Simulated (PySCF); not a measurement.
Molecule: C₂H₇BiTe₂, SMILES [CH2](C)[Bi]([TeH])[TeH]. Atoms near the plane z = 0.0 Å, at the PBE0/def2-SVP optimised geometry (x, y, z in Å): Bi1 (0.4, 1.1, 0.0), C2 (0.4, -1.1, -0.3), C3 (1.8, -1.7, -0.3), H5 (-0.2, -1.6, 0.4), H6 (2.3, -1.5, 0.7), H7 (2.5, -1.3, -1.0), H8 (1.8, -2.8, -0.5), Te11 (-2.5, 1.1, 0.0), H12 (-2.5, 2.8, 0.0).

Computed with PBE0/def2-TZVP, def2 effective core potentials past Kr in PySCF 2.14.0. The core electrons that the potentials of Bi, Te replace are not part of the density. Cells within 0.4 Å of a nucleus heavier than hydrogen are left out (blank, or x). The values are rescaled to run from 0 to 1.

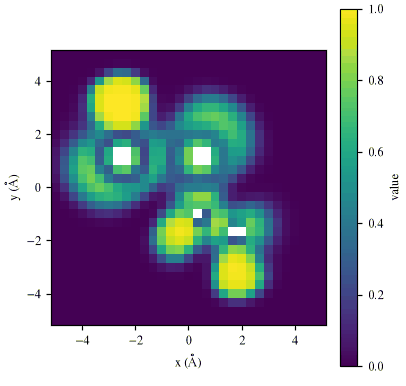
Figure: a field on the plane z = 0.0 Å.

Which quantity is mapped?
A) Laplacian of the electron density
B) electron localisation function
C) log10 of the electron density
D) deformation density (molecule minus spherical neutral atoms)

B, electron localisation function
